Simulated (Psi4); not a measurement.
# TPSS/6-311+G(d,p) run of CH5FSi (SMILES C[SiH2]F)

Aim: the vertical electron affinity of CH5FSi at TPSS/6-311+G**, from 2 runs. 

Program for the calculation: Psi4 1.11.

6 further runs of the same task are left out: 3 that didn't finish, 3 set aside as unsound or not needed. Runs told in other sessions of the task aren't counted.

## (1) The system as given

The species is CH5FSi (8 atoms), meant as a singlet with charge 0. As SMILES, `C[SiH2]F`. Geometry: relaxed at PBE0-D4/def2-TZVP.

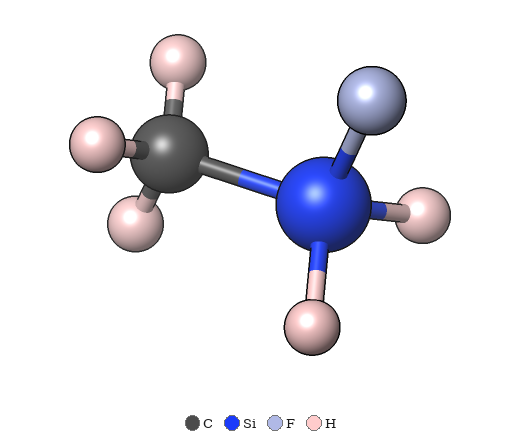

Viewed from a chosen angle; carbon dark grey, silicon blue, fluorine light blue, hydrogen pink.

## (2) Energy and gradient at TPSS/6-311+G(d,p)

input.in

```
memory 1600 MB

molecule {
  0 1
  C     -0.521400     0.700300    -0.437000
  Si     0.448400    -0.642000     0.395200
  F      1.946500    -0.649600    -0.178800
  H     -0.562400     0.542500    -1.517100
  H     -1.546700     0.713200    -0.056500
  H     -0.077200     1.680300    -0.248400
  H      0.538700    -0.420800     1.860700
  H     -0.133700    -1.981200     0.126000
  symmetry c1
}

set basis 6-311+G**
set puream true
set e_convergence 1e-09
set d_convergence 1e-08
set scf_type pk
set dft_radial_points 99
set dft_spherical_points 590

e_tot, wfn = gradient("tpss", return_wfn=True)
oeprop(wfn, "MULLIKEN_CHARGES", "QUADRUPOLE", "LOWDIN_CHARGES", title="TPSS")
```

The run is started by

```
$ psi4 -n 1 input.in input.out
```

input.out:

```text
[...]
  Running in c1 symmetry.
[...]
  Nuclear repulsion =  115.959115419017664
[...]
  Multiplicity = 1
[...]
  Nalpha       = 17
  Nbeta        = 17
[...]
    Number of basis functions: 104
[...]
   @RKS iter   1:  -430.21580393918987   -1.93844e-01   9.06251e-03 DIIS/ADIIS
[...]
   @RKS iter  11:  -430.60160620419464   -1.42677e-11   7.42295e-09 DIIS
[...]
    Orbital Energies [Eh]
    ---------------------
    Doubly Occupied:
       1A    -65.690043     2A    -24.392279     3A     -9.981690
       4A     -5.135829     5A     -3.513483     6A     -3.508669
       7A     -3.508337     8A     -1.109863     9A     -0.664809
      10A     -0.497046    11A     -0.409561    12A     -0.401459
      13A     -0.385746    14A     -0.372451    15A     -0.369929
      16A     -0.302295    17A     -0.295706
[...]
  @RKS Final Energy:  -430.60160620419464
   => Energetics <=
    Nuclear Repulsion Energy =            115.9591154190176638
    One-Electron Energy =                -825.5563238943178703
    Two-Electron Energy =                 317.7987868852882229
    DFT Exchange-Correlation Energy =     -38.8031846141826122
    Empirical Dispersion Energy =           0.0000000000000000
    VV10 Nonlocal Energy =                  0.0000000000000000
    Total Energy =                       -430.6016062041946384
[...]
  -Total Gradient:
     Atom            X                  Y                   Z
    ------   -----------------  -----------------  -----------------
       1        0.000687747030    -0.001465685541     0.000998095347
       2        0.018544430018     0.004256063508    -0.010991378131
       3       -0.022128047975     0.000209185474     0.008372466124
       4        0.000515423316    -0.000098355567     0.002789575517
       5        0.002914957800    -0.000491319822    -0.000680686333
       6       -0.000619255304    -0.002730601799    -0.000167566664
       7       -0.000077451714    -0.000088211113    -0.000412183218
       8        0.000124592282     0.000398355523     0.000115708903
[...]
 Multipole Moments:
 ------------------------------------------------------------------------------------
     Multipole            Electronic (a.u.)      Nuclear  (a.u.)        Total (a.u.)
 ------------------------------------------------------------------------------------
 L = 1.  Multiply by 2.5417464519 to convert [e a0] to [Debye]
 Dipole X            :          5.2482650           -5.9361325           -0.6878676
 Dipole Y            :         -2.1170138            2.3560107            0.2389969
 Dipole Z            :         -0.1280284            0.1798230            0.0517946
 Magnitude           :                                                    0.7300438
 L = 2.  Multiply by 1.3450342976 to convert [e a0^2] to [Debye ang]
 Quadrupole XX       :       -132.7916465          112.0155615          -20.7760850
 Quadrupole XY       :         48.6645143          -48.5892456            0.0752687
[...]
  Mulliken Charges: (a.u.)
   Center  Symbol    Alpha    Beta     Spin     Total
       1     C     3.37239  3.37239  0.00000 -0.74479
       2    SI     6.64720  6.64720  0.00000  0.70559
       3     F     4.63319  4.63319  0.00000 -0.26638
       4     H     0.40886  0.40886  0.00000  0.18227
       5     H     0.41416  0.41416  0.00000  0.17168
       6     H     0.40885  0.40885  0.00000  0.18230
       7     H     0.55766  0.55766  0.00000 -0.11532
       8     H     0.55768  0.55768  0.00000 -0.11536
   Total alpha = 17.00000, Total beta = 17.00000, Total charge =  0.00000
[...]
```

Run time: 92 s. Hardware: 1 thread of Intel Xeon Platinum 8259CL at 2.50GHz (Skylake/Cascade Lake), shared host; peak memory 0.71 GiB.

## (3) The doublet anion: a single-point energy at UTPSS/6-311+G(d,p)

job.json

```json
{
  "schema_name": "qcschema_input",
  "schema_version": 1,
  "molecule": {
    "schema_name": "qcschema_molecule",
    "schema_version": 2,
    "symbols": ["C", "Si", "F", "H", "H", "H", "H", "H"],
    "geometry": [-0.9853032, 1.32337521, -0.82581032, 0.84735319, -1.21320417, 0.74681976, 3.6783519, -1.22756609, -0.33788303, -1.06278197, 1.02517642, -2.8669035, -2.9228394, 1.34775267, -0.10676953, -0.14588686, 3.17530681, -0.46940797, 1.01799546, -0.79519675, 3.5162134, -0.25265638, -3.7439254, 0.23810549],
    "molecular_charge": -1,
    "molecular_multiplicity": 2,
    "fix_symmetry": "c1"
  },
  "driver": "energy",
  "model": {
    "method": "tpss",
    "basis": "6-311+G**"
  },
  "keywords": {
    "reference": "uks",
    "puream": true,
    "e_convergence": 1e-09,
    "d_convergence": 1e-08,
    "scf_type": "pk",
    "dft_radial_points": 99,
    "dft_spherical_points": 590,
    "maxiter": 100,
    "scf_properties": ["MAYER_INDICES", "MULLIKEN_CHARGES", "LOWDIN_CHARGES"]
  }
}
```

The run is started by

```
$ psi4 --qcschema job.json -n 1 --memory 1600MB
```

stdout, shortened:

```text
[...]
  Running in c1 symmetry.
[...]
  Nuclear repulsion =  115.959115480258006
[...]
  Multiplicity = 2
[...]
  Nalpha       = 18
  Nbeta        = 17
[...]
    Number of basis functions: 104
[...]
   @UKS iter   1:  -429.98852209037830    3.34367e-02   1.00500e-02 ADIIS/DIIS
[...]
   @UKS iter  17:  -430.56262565853035   -1.00613e-11   4.80328e-09 DIIS
[...]
   @S^2 Observed:                7.500889012E-01
[...]
  @UKS Final Energy:  -430.56262565853035
   => Energetics <=
    Nuclear Repulsion Energy =            115.9591154802580064
    One-Electron Energy =                -830.4227487893631405
    Two-Electron Energy =                 322.8015008900117095
    DFT Exchange-Correlation Energy =     -38.9004932394369121
    Empirical Dispersion Energy =           0.0000000000000000
    VV10 Nonlocal Energy =                  0.0000000000000000
    Total Energy =                       -430.5626256585303508
  UHF NO Occupations:
  HONO-2 :   16  A 1.9999925
  HONO-1 :   17  A 1.9999725
[...]
 Multipole Moments:
 ------------------------------------------------------------------------------------
     Multipole            Electronic (a.u.)      Nuclear  (a.u.)        Total (a.u.)
 ------------------------------------------------------------------------------------
 L = 1.  Multiply by 2.5417464519 to convert [e a0] to [Debye]
 Dipole X            :          8.5675895           -5.9361325            2.6314570
 Dipole Y            :         -3.2277692            2.3560106           -0.8717586
 Dipole Z            :         -0.4161414            0.1798230           -0.2363184
 Magnitude           :                                                    2.7821530
[...]
  Mulliken Charges: (a.u.)
   Center  Symbol    Alpha    Beta     Spin     Total
       1     C     1.39304  3.35906 -1.96602  1.24790
       2    SI     9.63090  6.64747  2.98342 -2.27837
       3     F     4.62630  4.64402 -0.01772 -0.27032
       4     H     0.44642  0.41347  0.03295  0.14012
       5     H     0.39615  0.40072 -0.00456  0.20313
       6     H     0.44615  0.41337  0.03279  0.14048
       7     H     0.53051  0.56093 -0.03043 -0.09144
       8     H     0.53053  0.56096 -0.03043 -0.09149
   Total alpha = 18.00000, Total beta = 17.00000, Total charge = -1.00000
[...]
```

The result, in JSON:

```text
{
 "driver": "energy",
 "model": {
  "method": "tpss",
  "basis": "6-311+G**"
 },
 "success": true,
 "return_result": -430.56262565853035,
 "properties": {
  "calcinfo_nbasis": 104,
  "calcinfo_nmo": 104,
  "calcinfo_nalpha": 18,
  "calcinfo_nbeta": 17,
  "calcinfo_natom": 8,
  "nuclear_repulsion_energy": 115.959115480258,
  "return_energy": -430.56262565853035,
  "scf_one_electron_energy": -830.4227487893631,
  "scf_two_electron_energy": 322.8015008900117,
  "scf_xc_energy": -38.90049323943691,
  "scf_dipole_moment": [2.631456989000638, -0.8717585805820764, -0.23631837572915473],
  "scf_total_energy": -430.56262565853035,
  "scf_iterations": 17
 }
}
```

Wall time 2.8 min (1 thread of Intel Xeon Platinum 8259CL at 2.50GHz (Skylake/Cascade Lake), shared host); peak memory 0.71 GiB.

## (4) Outcome

At TPSS/6-311+G**:

| quantity | value |
| --- | --- |
| singlet CH5FSi: total energy | -430.60161 Eh |
| singlet CH5FSi: dipole moment | 1.86 D |
| singlet CH5FSi: HOMO energy | -8.05 eV |
| singlet CH5FSi: LUMO energy | -0.40 eV |
| singlet CH5FSi: HOMO–LUMO gap | 7.65 eV |
| singlet CH5FSi: largest force on an atom | 1.217 eV/Å |
| doublet anion: total energy | -430.56263 Eh |
| doublet anion: HOMO energy (highest over α and β) | 2.41 eV |
| doublet anion: LUMO energy (lowest over α and β) | 2.72 eV |
| doublet anion: ⟨S²⟩ | 0.750 |
| vertical electron affinity (to the doublet anion) | -1.061 eV |

The anion lies 1.06 eV (102 kJ/mol) above the neutral: the electron isn't bound at this level, and such a value depends on the basis. The largest force (singlet CH5FSi) is 1.22 eV/Å: the shape isn't a stationary point for this species at this level. Mulliken charges (singlet CH5FSi) run from -0.74 on C1 to +0.71 on Si2; in a basis this large or diffuse they mean little. The HOMO (doublet anion) lies at positive energy, 2.41 eV, from the functional's self-interaction, a short basis or an electron that isn't bound; only total energies against the neutral tell.
